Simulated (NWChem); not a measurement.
# Energy and gradient calculation of SnH2F2

- system: SnH2F2
- method: BP86/def2-TZVP, RKS, core potentials def2-TZVP (NWChem 7.3.0)

The geometry comes from this level: PBE0-D4/def2-TZVP.

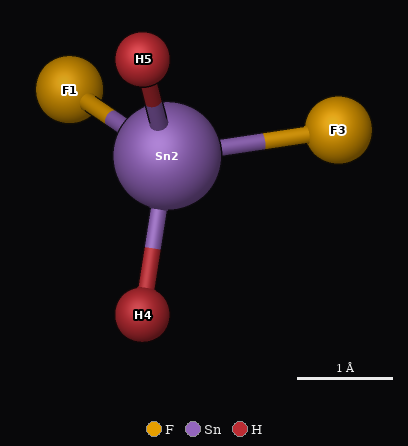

*The structure as given in the input (ball-and-stick view, seen at a tilt; atoms are numbered from 1 in the order of the input). Sticks mark near contacts.*

Bond lengths as drawn: F–Sn 1.91 Å and H–Sn 1.69 Å.

## Input file
```
echo
start a
title "F2H2Sn"
memory stack 880 mb heap 220 mb global 1100 mb

geometry units angstroms noautosym nocenter noautoz
 F       -0.343500      -0.356300       1.741400
 Sn       0.128900      -0.073200      -0.086200
 F       -1.231200       1.110700      -0.712400
 H       -0.087400      -1.547100      -0.889100
 H        1.583200       0.792100      -0.095000
end

basis spherical bse
 * library def2-TZVP
end

ecp bse
 Sn library def2-TZVP
end

dft
 xc becke88 perdew86
 mult 1
 grid fine
 convergence energy 1e-08
 maxiter 100
 mulliken
 noprint "final vectors analysis"
end

task dft gradient
```

Machine: 1 thread of AMD EPYC (Zen 5), 176 GiB of memory available, shared host.

Launched with:
```bash
nwchem a.nw > a.out
```

## Output
```
============================== echo of input deck ==============================
echo
start a
title "F2H2Sn"
memory stack 880 mb heap 220 mb global 1100 mb

geometry units angstroms noautosym nocenter noautoz
 F       -0.343500      -0.356300       1.741400
 Sn       0.128900      -0.073200      -0.086200
 F       -1.231200       1.110700      -0.712400
 H       -0.087400      -1.547100      -0.889100
 H        1.583200       0.792100      -0.095000
end

basis spherical bse
 * library def2-TZVP
end

ecp bse
 Sn library def2-TZVP
end

dft
 xc becke88 perdew86
 mult 1
 grid fine
 convergence energy 1e-08
 maxiter 100
 mulliken
 noprint "final vectors analysis"
end

task dft gradient
================================================================================

             Northwest Computational Chemistry Package (NWChem) 7.3.0
             --------------------------------------------------------

           Job information
           ---------------

    nwchem branch   = 7.3.0
    use scalapack   = T
    input           = a.nw
    prefix          = a.
    data base       = ./a.db
    status          = startup
    nproc           =        1

           Memory information
           ------------------

    heap     =     28835834 doubles =      220.0 Mbytes
    stack    =    115343359 doubles =      880.0 Mbytes
    global   =    144179200 doubles =     1100.0 Mbytes (distinct from heap & stack)
    total    =    288358393 doubles =     2200.0 Mbytes
    verify   = yes
    hardfail = no

           Directory information
           ---------------------

  0 permanent = .
  0 scratch   = .

                                NWChem Input Module
                                -------------------

                                      F2H2Sn
                                      ------

 Scaling coordinates for geometry "geometry" by  1.889725989
 (inverse scale =  0.529177249)

                             Geometry "geometry" -> ""
                             -------------------------

 Output coordinates in angstroms (scale by  1.889725989 to convert to a.u.)

  No.       Tag          Charge          X              Y              Z
 ---- ---------------- ---------- -------------- -------------- --------------
    1 F                    9.0000    -0.34350000    -0.35630000     1.74140000
    2 Sn                  50.0000     0.12890000    -0.07320000    -0.08620000
    3 F                    9.0000    -1.23120000     1.11070000    -0.71240000
    4 H                    1.0000    -0.08740000    -1.54710000    -0.88910000
    5 H                    1.0000     1.58320000     0.79210000    -0.09500000

      Atomic Mass
      -----------

      F                 18.998400
      Sn               117.901800
      H                  1.007825

 Effective nuclear repulsion energy (a.u.)     301.8449579036

            Nuclear Dipole moment (a.u.)
            ----------------------------
        X                 Y               Z
 ---------------- ---------------- ----------------
   -11.7758274978     4.4873433325     7.4963540241

            XYZ format geometry
            -------------------
     5
 geometry
 F                    -0.34350000    -0.35630000     1.74140000
 Sn                    0.12890000    -0.07320000    -0.08620000
 F                    -1.23120000     1.11070000    -0.71240000
 H                    -0.08740000    -1.54710000    -0.88910000
 H                     1.58320000     0.79210000    -0.09500000

 ==============================================================================
                                internuclear distances
 ------------------------------------------------------------------------------
       center one      |      center two      | atomic units |  angstroms
 ------------------------------------------------------------------------------
    2 Sn               |   1 F                |     3.60707  |     1.90878
    3 F                |   2 Sn               |     3.60716  |     1.90883
    4 H                |   2 Sn               |     3.19795  |     1.69228
    5 H                |   2 Sn               |     3.19794  |     1.69228
 ------------------------------------------------------------------------------
                         number of included internuclear distances:          4
 ==============================================================================

 ==============================================================================
                                 internuclear angles
 ------------------------------------------------------------------------------
        center 1       |       center 2       |       center 3       |  degrees
 ------------------------------------------------------------------------------
    1 F                |   2 Sn               |   3 F                |   103.28
    1 F                |   2 Sn               |   4 H                |   107.07
    1 F                |   2 Sn               |   5 H                |   107.07
    3 F                |   2 Sn               |   4 H                |   107.07
    3 F                |   2 Sn               |   5 H                |   107.07
    4 H                |   2 Sn               |   5 H                |   123.55
 ------------------------------------------------------------------------------
                            number of included internuclear angles:          6
 ==============================================================================

 Summary of "ao basis" -> "" (spherical)
 ------------------------------------------------------------------------------
       Tag                 Description            Shells   Functions and Types
 ---------------- ------------------------------  ------  ---------------------
 *                         def2-TZVP                  on all atoms

                 ECP       "ecp basis" -> "" (cartesian)
                -----
  [basis functions not shown]

                                 NWChem DFT Module
                                 -----------------

                                      F2H2Sn

                      Basis "ao basis" -> "ao basis" (spherical)
                      -----
  [basis functions not shown]

 Summary of "ao basis" -> "ao basis" (spherical)
 ------------------------------------------------------------------------------
       Tag                 Description            Shells   Functions and Types
 ---------------- ------------------------------  ------  ---------------------
 F                         def2-TZVP                11       31   5s3p2d1f
 Sn                        def2-TZVP                16       50   6s5p3d2f
 H                         def2-TZVP                 4        6   3s1p

 Summary of "ao basis" -> "ao basis" (spherical)
 ------------------------------------------------------------------------------
       Tag                 Description            Shells   Functions and Types
 ---------------- ------------------------------  ------  ---------------------
 F                         def2-TZVP                11       31   5s3p2d1f
 Sn                        def2-TZVP                16       50   6s5p3d2f
 H                         def2-TZVP                 4        6   3s1p

  Caching 1-el integrals
  itol2e modified to match energy
  convergence criterion.
  tol_rho modified to match energy
  convergence criterion.

            General Information
            -------------------
          SCF calculation type: DFT
          Wavefunction type:  closed shell.
          No. of atoms     :     5
          No. of electrons :    42
           Alpha electrons :    21
            Beta electrons :    21
          Charge           :     0
          Spin multiplicity:     1
          Use of symmetry is: off; symmetry adaption is: off
          Maximum number of iterations: 100
          AO basis - number of functions:   124
                     number of shells:    46
          Convergence on energy requested:  1.00D-08
          Convergence on density requested:  1.00D-05
          Convergence on gradient requested:  5.00D-04

              XC Information
              --------------
                    Becke 1988 Exchange Functional  1.000
                Perdew 1981 Correlation Functional  1.000 local
                Perdew 1986 Correlation Functional  1.000 non-local

             Grid Information
             ----------------
          Grid used for XC integration:  fine
          Radial quadrature: Mura-Knowles
          Angular quadrature: Lebedev.
          Tag              B.-S. Rad. Rad. Pts. Rad. Cut. Ang. Pts.
          ---              ---------- --------- --------- ---------
          F                   0.50       70           9.0       590
          Sn                  1.45      141           8.0       974
          H                   0.35       60          10.0       590
          Grid pruning is: on
          Number of quadrature shells:   401
          Spatial weights used:  Erf1

          Convergence Information
          -----------------------
          Convergence aids based upon iterative change in
          total energy or number of iterations.
          Levelshifting, if invoked, occurs when the
          HOMO/LUMO gap drops below (HL_TOL):  1.00D-02
          DIIS, if invoked, will attempt to extrapolate
          using up to (NFOCK): 10 stored Fock matrices.

                    Damping( 0%)  Levelshifting(0.5)       DIIS
                  --------------- ------------------- ---------------
          dE  on:    start            ASAP                start
          dE off:    2 iters        100 iters           100 iters

      Screening Tolerance Information
      -------------------------------
          Density screening/tol_rho:  1.00D-11
          AO Gaussian exp screening on grid/accAOfunc:  18
          CD Gaussian exp screening on grid/accCDfunc:  20
          XC Gaussian exp screening on grid/accXCfunc:  20
          Schwarz screening/accCoul:  1.00D-09

      Superposition of Atomic Density Guess
      -------------------------------------

 Sum of atomic energies:        -448.94787884

      Non-variational initial energy
      ------------------------------

 Total energy =    -413.174567
 1-e energy   =    -943.626058
 2-e energy   =     385.841744
 HOMO         =      -0.390313
 LUMO         =      -0.008735

   Time after variat. SCF:      0.6

     ---------------------------------------------
      Total Density - Mulliken Population Analysis
     ---------------------------------------------

    Atom       Charge   Shell Charges
 -----------   ------   -------------------------------------------------------
    1 F    9     9.71   0.77  1.20  0.62  1.02  0.34  2.40  2.38  0.97  0.00  0.00  0.00
    2 Sn  22    20.52   0.28 -0.75  1.50  0.96  0.78  0.47 -0.40  6.35  0.50  0.53  0.11  8.94  1.08  0.10  0.01  0.06
    3 F    9     9.71   0.77  1.20  0.62  1.02  0.34  2.40  2.38  0.97  0.00  0.00  0.00
    4 H    1     1.04   0.20  0.52  0.31  0.01
    5 H    1     1.04   0.20  0.52  0.31  0.01
   Time prior to 1st pass:      0.6

 Grid_pts file          = ./a.gridpts.0
 Record size in doubles =  12289        No. of grid_pts per rec  =   3070
 Max. records in memory =    141        Max. recs in file   = *********

           Memory utilization after 1st SCF pass:
           Heap Space remaining (MW):        0.00                  54
          Stack Space remaining (MW):      115.34           115342580

   convergence    iter        energy       DeltaE   RMS-Dens  Diis-err    time
 ---------------- ----- ----------------- --------- --------- ---------  ------
 d= 0,ls=0.0,diis     1   -415.2938551809 -5.60D+02  2.16D-02  1.37D+00     2.4
 d= 0,ls=0.0,diis     2   -414.3380096919  9.56D-01  1.39D-02  1.24D+01     4.2
 d= 0,ls=0.0,diis     3   -415.4424958899 -1.10D+00  1.67D-03  1.57D-02     6.0
 d= 0,ls=0.0,diis     4   -415.4439005577 -1.40D-03  6.98D-04  4.71D-03     7.8
 d= 0,ls=0.0,diis     5   -415.4444043409 -5.04D-04  1.29D-04  4.01D-04     9.6
  Resetting Diis
 d= 0,ls=0.0,diis     6   -415.4444347209 -3.04D-05  1.42D-05  4.94D-06    11.5
 d= 0,ls=0.0,diis     7   -415.4444350910 -3.70D-07  6.09D-06  3.19D-07    13.3
 d= 0,ls=0.0,diis     8   -415.4444349955  9.55D-08  4.02D-06  1.55D-06    15.1
 d= 0,ls=0.0,diis     9   -415.4444351148 -1.19D-07  8.10D-07  2.79D-08    16.9
 d= 0,ls=0.0,diis    10   -415.4444351171 -2.23D-09  9.52D-08  1.23D-10    18.7

         Total DFT energy =     -415.444435117053
      One electron energy =     -945.137784732581
           Coulomb energy =      424.969239597170
    Exchange-Corr. energy =      -39.885637481896
 Nuclear repulsion energy =      144.609747500253

 Numeric. integr. density =       42.000001790577

     Total iterative time =     18.0s

     ---------------------------------------------
      Total Density - Mulliken Population Analysis
     ---------------------------------------------

    Atom       Charge   Shell Charges
 -----------   ------   -------------------------------------------------------
    1 F    9     9.44   0.77  1.19  0.62  0.96  0.41  2.27  2.08  1.12  0.00  0.01  0.00
    2 Sn  22    21.04   0.29 -0.77  1.58  0.91  0.98  0.29 -0.40  6.37  0.78  0.61  0.07  8.86  1.19  0.19  0.01  0.09
    3 F    9     9.44   0.77  1.19  0.62  0.96  0.41  2.27  2.08  1.12  0.00  0.01  0.00
    4 H    1     1.04   0.23  0.54  0.26  0.01
    5 H    1     1.04   0.23  0.54  0.26  0.01

     -------------------------------------------
      Total Density - Lowdin Population Analysis
     -------------------------------------------

    Atom       Charge   Shell Charges
 -----------   ------   -------------------------------------------------------
    1 F    9     9.23   0.86  1.10  0.62  0.77  0.42  2.13  2.15  1.17  0.00  0.01  0.00
    2 Sn  22    21.43   0.00  0.02  0.86  1.04  0.62  0.40  0.08  5.45  1.06  0.81  0.26  8.32  1.70  0.54  0.01  0.27
    3 F    9     9.23   0.86  1.10  0.62  0.77  0.42  2.13  2.15  1.17  0.00  0.01  0.00
    4 H    1     1.05   0.23  0.47  0.33  0.02
    5 H    1     1.05   0.23  0.47  0.33  0.02

 center of mass
 --------------
 x =  -0.15810199 y =   0.05912877 z =   0.10045420

 moments of inertia (a.u.)
 ------------------
         349.466989023731          81.969955928518         -16.492439337141
          81.969955928518         367.525436962086          89.379284561911
         -16.492439337141          89.379284561911         227.830079734230

     Multipole analysis of the density
     ---------------------------------

     L   x y z        total         alpha         beta         nuclear
     -   - - -        -----         -----         ----         -------
     0   0 0 0      0.000000    -21.000000    -21.000000     42.000000

     1   1 0 0      0.982609      9.789418      9.789418    -18.596227
     1   0 1 0     -0.483014     -4.421770     -4.421770      8.360526
     1   0 0 1     -0.644133     -6.350765     -6.350765     12.057397

     2   2 0 0    -26.903760    -44.849225    -44.849225     62.794691
     2   1 1 0      1.311955     18.554606     18.554606    -35.797257
     2   1 0 1     -0.364353     -4.098351     -4.098351      7.832348
     2   0 2 0    -26.673362    -40.805772    -40.805772     54.938181
     2   0 1 1      1.570345     20.901724     20.901724    -40.233103
     2   0 0 2    -29.034553    -73.123590    -73.123590    117.212626

            General Information
            -------------------
          SCF calculation type: DFT
          Wavefunction type:  closed shell.
          No. of atoms     :     5
          No. of electrons :    42
           Alpha electrons :    21
            Beta electrons :    21
          Charge           :     0
          Spin multiplicity:     1
          Use of symmetry is: off; symmetry adaption is: off
          Maximum number of iterations: 100
          AO basis - number of functions:   124
                     number of shells:    46
          Convergence on energy requested:  1.00D-08
          Convergence on density requested:  1.00D-05
          Convergence on gradient requested:  5.00D-04

              XC Information
              --------------
                    Becke 1988 Exchange Functional  1.000
                Perdew 1981 Correlation Functional  1.000 local
                Perdew 1986 Correlation Functional  1.000 non-local

             Grid Information
             ----------------
          Grid used for XC integration:  fine
          Radial quadrature: Mura-Knowles
          Angular quadrature: Lebedev.
          Tag              B.-S. Rad. Rad. Pts. Rad. Cut. Ang. Pts.
          ---              ---------- --------- --------- ---------
          F                   0.50       70           9.0       590
          Sn                  1.45      141           8.0       974
          H                   0.35       60          10.0       590
          Grid pruning is: on
          Number of quadrature shells:   401
          Spatial weights used:  Erf1

          Convergence Information
          -----------------------
          Convergence aids based upon iterative change in
          total energy or number of iterations.
          Levelshifting, if invoked, occurs when the
          HOMO/LUMO gap drops below (HL_TOL):  1.00D-02
          DIIS, if invoked, will attempt to extrapolate
          using up to (NFOCK): 10 stored Fock matrices.

                    Damping( 0%)  Levelshifting(0.5)       DIIS
                  --------------- ------------------- ---------------
          dE  on:    start            ASAP                start
          dE off:    2 iters        100 iters           100 iters

      Screening Tolerance Information
      -------------------------------
          Density screening/tol_rho:  1.00D-11
          AO Gaussian exp screening on grid/accAOfunc:  18
          CD Gaussian exp screening on grid/accCDfunc:  20
          XC Gaussian exp screening on grid/accXCfunc:  20
          Schwarz screening/accCoul:  1.00D-09

                            NWChem DFT Gradient Module
                            --------------------------

                                      F2H2Sn

  charge          =   0.00
  wavefunction    = closed shell

                         DFT ENERGY GRADIENTS

    atom               coordinates                        gradient
                 x          y          z           x          y          z
   1 F      -0.649121  -0.673309   3.290769    0.003048   0.001931  -0.012103
   2 Sn      0.243586  -0.138328  -0.162894   -0.008954   0.004398   0.005890
   3 F      -2.326631   2.098919  -1.346241    0.008940  -0.007820   0.004224
   4 H      -0.165162  -2.923595  -1.680155    0.000656   0.003789   0.002028
   5 H       2.991814   1.496852  -0.179524   -0.003690  -0.002298  -0.000039

                 ----------------------------------------
                 |  Time  |  1-e(secs)   |  2-e(secs)   |
                 ----------------------------------------
                 |  CPU   |       0.04   |       5.51   |
                 ----------------------------------------
                 |  WALL  |       0.04   |       5.51   |
                 ----------------------------------------

 Task  times  cpu:       25.0s     wall:       25.0s
 Total times  cpu:       25.0s     wall:       25.0s
```

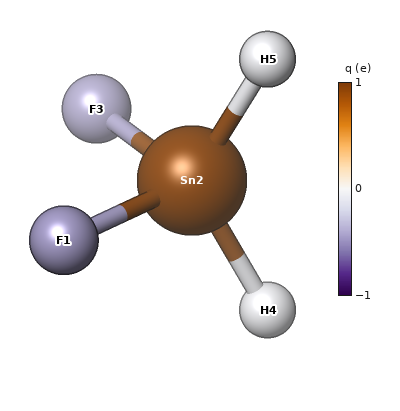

*Mulliken charges, as the colour of each atom (ball-and-stick view, seen at an oblique angle; atoms are numbered from 1 in the order of the input).*

By element: F −0.44, Sn +0.96 and H −0.04 e.

## Results in brief

- outcome: converged
- total energy: −415.444435 hartree
- basis functions: 124
- largest force: 0.649 eV/Å
- dipole moment: 3.23 D
- wall time: 26 s
- peak memory: 0.14 GiB
